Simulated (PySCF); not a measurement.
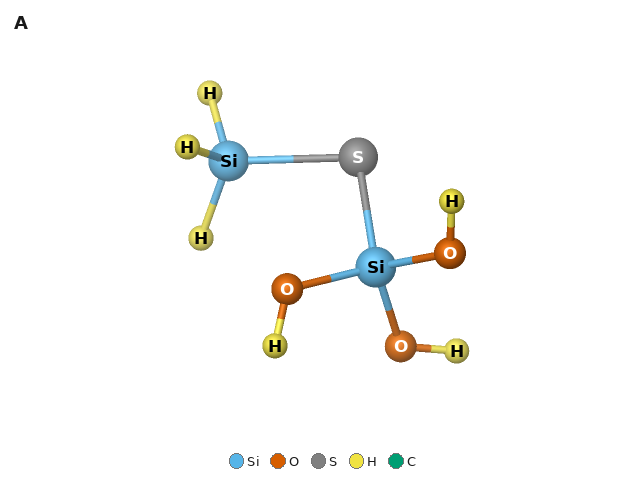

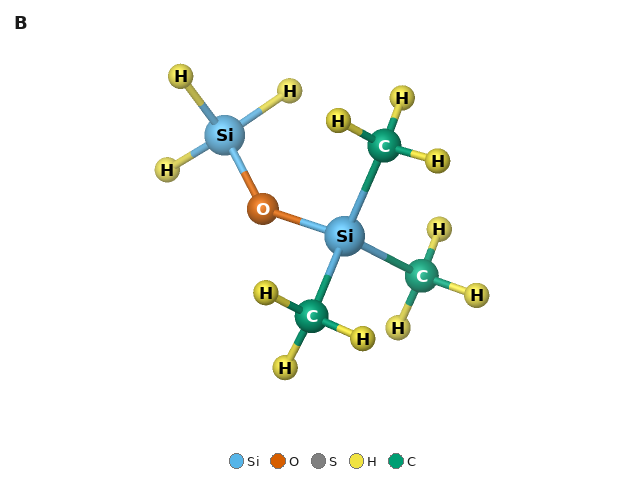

Two related species, optimised with PBE0-D3(BJ)/def2-SVP; properties computed with PySCF 2.14.0. Both: charge 0, singlet.

What are A and B?

Answer. A is (OH)3Si-S-SiH3 (O[Si](O)(O)S[SiH3]), B is (Me)3Si-O-SiH3 (C[Si](C)(C)O[SiH3]).

Compare them. With KT2/pcSseg-1: dipole moment (D), HOMO–LUMO gap (eV), HOMO energy (Kohn–Sham orbital) (eV). With CAM-B3LYP/def2-SVPD: lowest vertical singlet excitation (eV), mean static polarisability (bohr³).

```
                               quantity      A      B
                      dipole moment (D)   1.09   1.04
                     HOMO–LUMO gap (eV)   5.45   6.22
   HOMO energy (Kohn–Sham orbital) (eV)  −6.42  −6.79
lowest vertical singlet excitation (eV)   6.21   7.36
     mean static polarisability (bohr³)   83.0   91.3
```

Each is one conformer, and no frequency run is at hand to confirm it as a minimum.
